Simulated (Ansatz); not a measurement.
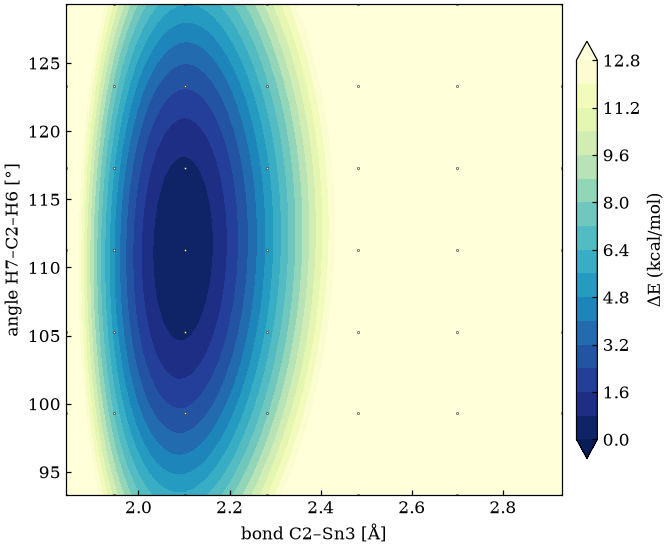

CH6BSn, SMILES B[CH2][SnH2+], charge +1. Two internal coordinates are moved rigidly from the geometry relaxed at PBE0-D4/def2-TZVP, all others fixed. The first coordinate is: bond C2–Sn3; the second: angle H7–C2–H6. Grid: 7 × 7 points. Points are written as (first, second). All energies are given in kcal/mol relative to the lowest grid point. Level of theory: RHF-CCSD(T), frozen core/def2-TZVPP in Ansatz 0.2.0.

Drawn: filled contours, dots at the grid points, one colour for all values above the top of the scale. Between grid points the surface is interpolated.

### Estimate the position of the minimum and the force constants in these coordinates.

The interpolated minimum is at bond C2–Sn3 ≈ 2.091 Å, angle H7–C2–H6 ≈ 111.4°. The curvatures there are about 16 eV/Å² and 5 eV/rad², with a cross term of about −0.4 eV/(Å·rad). Round the minimum the two coordinates are weakly coupled (coupling −0.05 in units of the two stiffnesses). (1 eV is 23.1 kcal/mol.)
